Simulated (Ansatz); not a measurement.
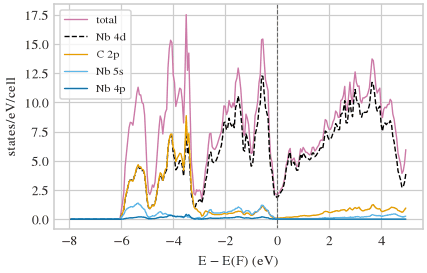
Fig. 1. Total and projected density of states of Nb$_{2}$C in space group Pnma (No. 62; Nb on 4c, Nb on 4c, C on 4c), r²SCAN in the plane-wave PAW code Ansatz

**Question.** Which orbitals carry the states next to the Fermi level?

**Answer.** Within 0.5 eV of the Fermi level: Nb 4d 85 %, C 2p 5 %. Projections are on Löwdin-orthogonalised atomic valence shells; empty p or d shells of many metals are not among them.

**Question.** Where is the tallest occupied peak in this window, and what makes it?

**Answer.** Near -3.5 eV, about 18 states/eV per cell; the largest projected share is C 2p.

The first step of the workflow began from a Materials Project structure, measured or hypothetical; the Crystallography Open Database copy checked does not list it. Whether it is the stable phase at ambient conditions was not checked. The cell was relaxed with r²SCAN under the symmetry of its start; its stability against distortions is not shown here. The run is not spin-polarised. Scalar-relativistic: spin–orbit coupling is off unless named, which matters more the heavier the elements.

Potentials: the later of the program's two PAW sets.
